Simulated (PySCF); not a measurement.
Sn(Et)(OH)(OMe)2, SMILES C[CH2][Sn]([OH])([O]C)[O]C (C4H12O3Sn) at its GFN2-xTB optimised geometry (Å):

```
20

C     -1.8661    -3.2742     1.0025
C     -1.9477    -1.8700     1.5418
Sn    -1.3564    -0.3696     0.0000
O     -1.9895    -0.8493    -1.8149
O      0.6740    -0.3696     0.0000
C      1.4746     0.2113    -0.9902
O     -1.9680     1.5852     0.0000
C     -1.5809     2.5663     0.9193
H     -2.1877    -3.9706     1.7778
H     -2.5089    -3.4032     0.1360
H     -0.8487    -3.5239     0.7164
H     -1.2646    -1.7094     2.3732
H     -2.9611    -1.5949     1.8287
H     -2.3936    -0.1082    -2.2700
H      2.5089     0.0086    -0.7012
H      1.2918    -0.2265    -1.9746
H      1.3348     1.2946    -1.0525
H     -0.5000     2.5903     1.0765
H     -1.8901     3.5239     0.4937
H     -2.0753     2.4365     1.8853
```

Level of theory: CAM-B3LYP/def2-SVP, def2 effective core potentials past Kr in PySCF 2.14.0. The core electrons that the potentials of Sn replace are not part of the density. Cells within 0.4 Å of a nucleus heavier than hydrogen are left out (blank, or x).

Map of the electron localisation function on the plane z = 1.2 Å:

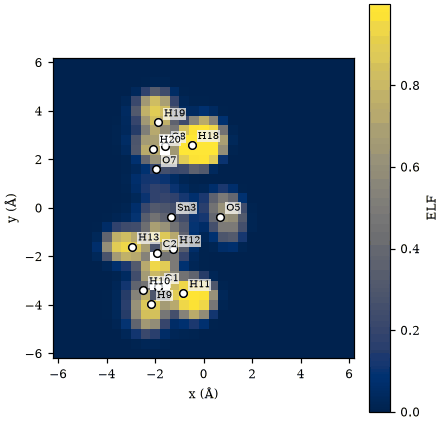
*Electron localisation function on the plane z = 1.2 Å.*
